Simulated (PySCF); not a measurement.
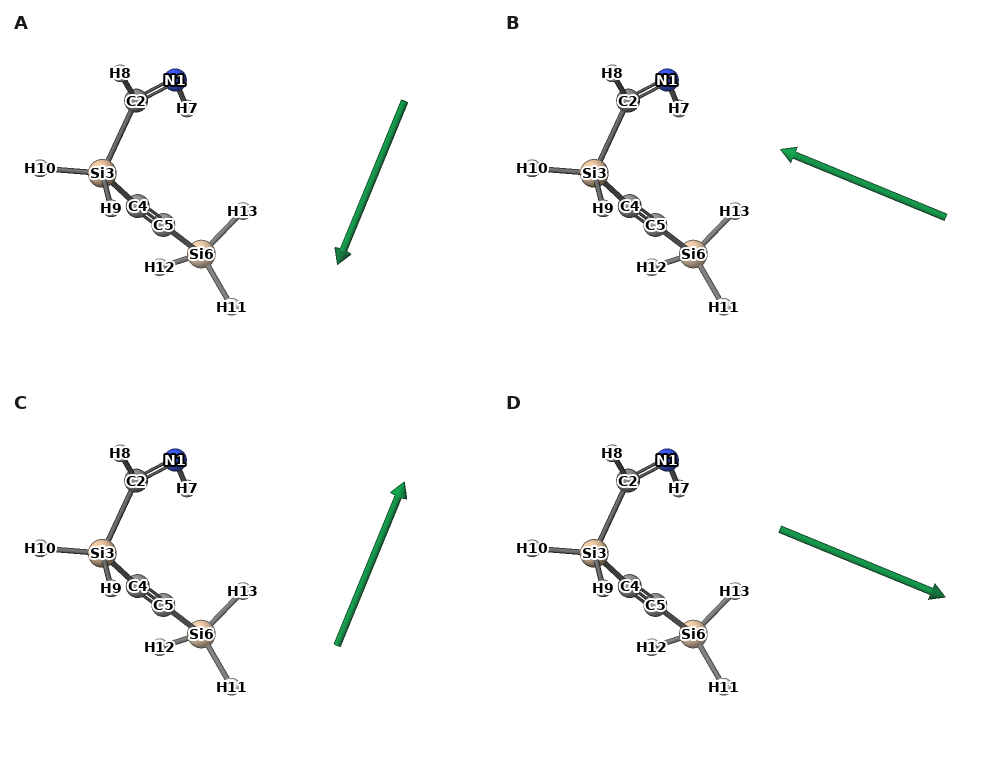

The same molecule four times, each with an arrow. The geometry was computed by an optimisation with PBE0-D3(BJ)/def2-SVP. No frequency run is at hand to confirm it as a minimum. Method: PBE0/STO-3G, gas phase (PySCF 2.14.0).

Which arrow points along the dipole moment, from the negative to the positive end?

Answer. A. The dipole moment is 1.94 D; it points from the side of N1, H8 to the side of H11, H12 (the outermost atoms at the two ends).
